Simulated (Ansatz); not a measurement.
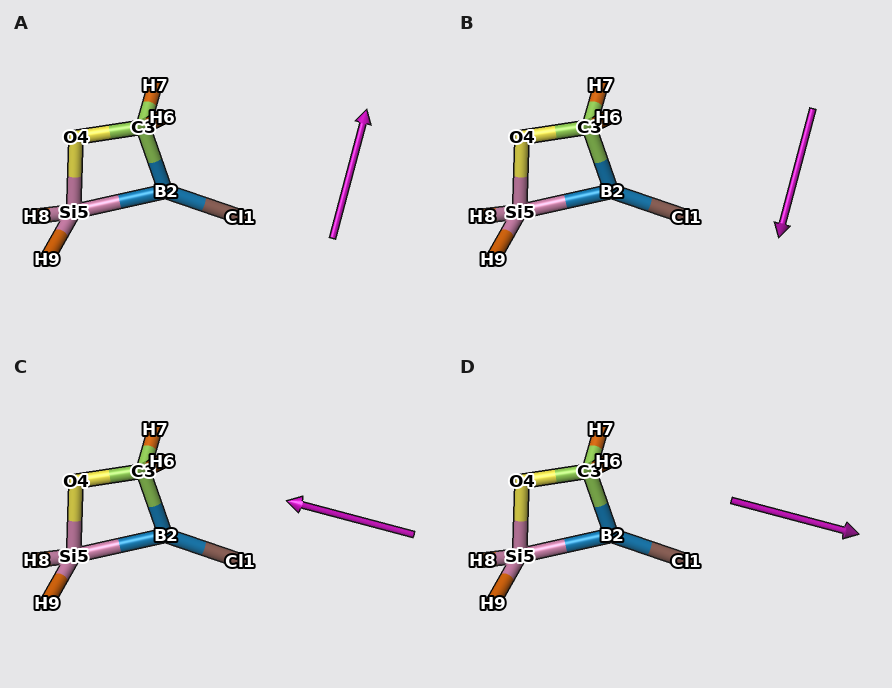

The same molecule four times, each with an arrow. The geometry was computed by an optimisation with PBE-D4/def2-SVP. No frequency run is at hand to confirm it as a minimum. Properties computed with RKS PBE-D4/def2-SVP (Ansatz 0.2.0).

> Which arrow points along the dipole moment, from the negative to the positive end?

D. The dipole moment is 1.29 D; it points from the side of O4, H8, H9 to the side of Cl1 (the outermost atoms at the two ends).
